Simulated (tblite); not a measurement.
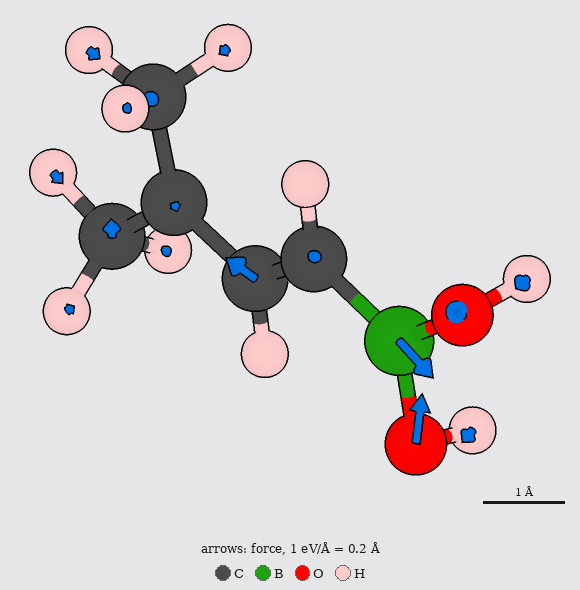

Starting geometry of C5H10BO2 (charge +1) with the computed forces as blue arrows. A ball-and-stick model, seen from a free direction.

Level of theory: GFN2-xTB geometry optimisation, gas phase in tblite. 

**Is this structure relaxed? If not, where do the atoms go?**

It isn't relaxed: the largest force vector, on the B atom, is 3.65 eV/Å. The final displacements follow the starting forces only in part (cosine between the two patterns 0.39). The energy falls by 2.094 eV in 91 geometry steps. The largest move after the best rigid fit is that of an H atom, 0.84 Å. By element the largest moves are H 0.84 Å, O 0.42 Å, B 0.29 Å, C 0.20 Å. Some distances before and after: B–O 1.473 → 1.335 Å, C–C 1.485 → 1.415 Å, C–H 1.123 → 1.086 Å, C–C 1.496 → 1.460 Å. Bond angles that change, for instance: B–O–H 103.7° → 121.1°, B–O–H 104.7° → 119.9°, O–B–O 119.1° → 128.9°. Groups turn about B–O by about 90°, B–O by about 90°.
